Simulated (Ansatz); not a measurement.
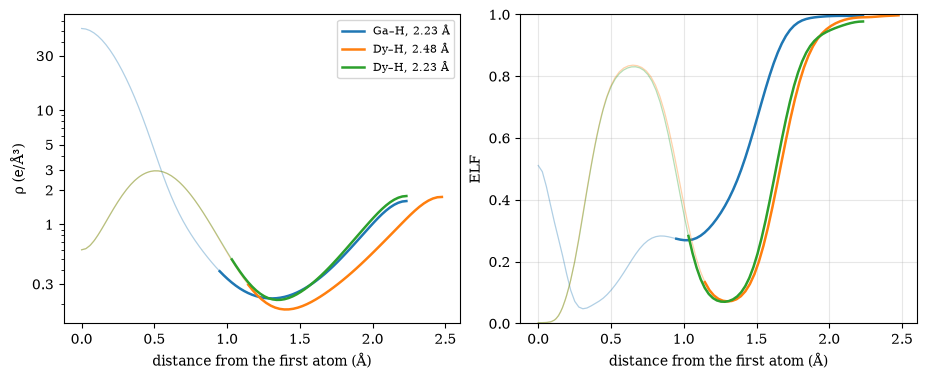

Figure. DyGaH$_{4}$. Valence pseudo-density and ELF along straight lines between neighbouring atoms. Thin, pale parts lie inside the atomic spheres.

Space group P4/mmm; a structure generated by program, which may or may not match a known phase; computed without spin polarisation; no Hubbard U on the f states and no spin–orbit coupling.

These are results of DFT PBE, scalar-relativistic, plane waves, PAW; 4f electrons in the core of a trivalent norm-conserving potential (Ansatz 0.2.0), not measurements.

The density is the valence pseudo-density of a pseudopotential calculation; it isn't the true density close to the nuclei.

```yaml
crystal:
  lattice:
    - [3.15650, 0.00000, 0.00000]
    - [0.00000, 3.15650, 0.00000]
    - [0.00000, 0.00000, 6.59357]
  atoms:
    - { symbol: Dy, position: [0.50000, 0.50000, 0.50000] }
    - { symbol: Ga, position: [0.50000, 0.50000, 0.00000] }
    - { symbol: H, position: [0.00000, 0.00000, 0.66255] }
    - { symbol: H, position: [0.00000, 0.00000, 0.33745] }
    - { symbol: H, position: [0.00000, 0.00000, 0.50000] }
    - { symbol: H, position: [0.00000, 0.00000, 0.00000] }
```

What can be read from the curves?

Ga–H (2.23 Å): ρ is about 0.26 e/Å³ halfway; the ELF climbs to about 1 towards the hydrogen.
Dy–H (2.48 Å): ρ at the midpoint is about 0.22 e/Å³; the ELF climbs to about 1 towards the hydrogen.
Dy–H (2.23 Å): ρ at the midpoint is about 0.34 e/Å³; the ELF climbs to about 0.95 towards the hydrogen.
